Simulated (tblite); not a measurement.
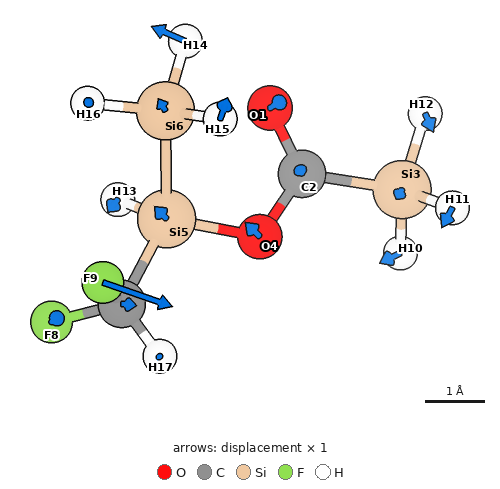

A relaxation of C$_{2}$H$_{8}$F$_{2}$O$_{2}$Si$_{3}$. The starting structure is drawn; blue arrows show the displacements, at their true length. The two geometries are superimposed by the best rigid fit.

The picture is a ball-and-stick view, seen at a tilt.

Level of theory: GFN2-xTB geometry optimisation, gas phase (tblite). 

Question: Atoms of which element are displaced furthest, and by how much?

Answer: Fluorine: up to 1.30 Å, against 0.81 Å for hydrogen.

Question: Describe the change and its energy.

Answer: The largest move after the best rigid fit is that of an F atom, 1.30 Å. Largest moves by element: F 1.30 Å, H 0.81 Å, O 0.73 Å, Si 0.39 Å, C 0.33 Å. Near-neighbour distances that change, for instance: O–Si 3.046 → 2.726 Å, C–Si 1.838 → 1.938 Å, C–O 1.401 → 1.326 Å, C–Si 1.852 → 1.917 Å. Bond angles that change, for instance: Si–Si–H 105.5° → 126.0°, O–Si–C 113.8° → 98.8°, Si–C–O 120.1° → 112.9°. Groups turn about O–Si by about 30°, C–Si by about 25°. Over 153 geometry steps the energy falls by 70.7 kJ/mol.
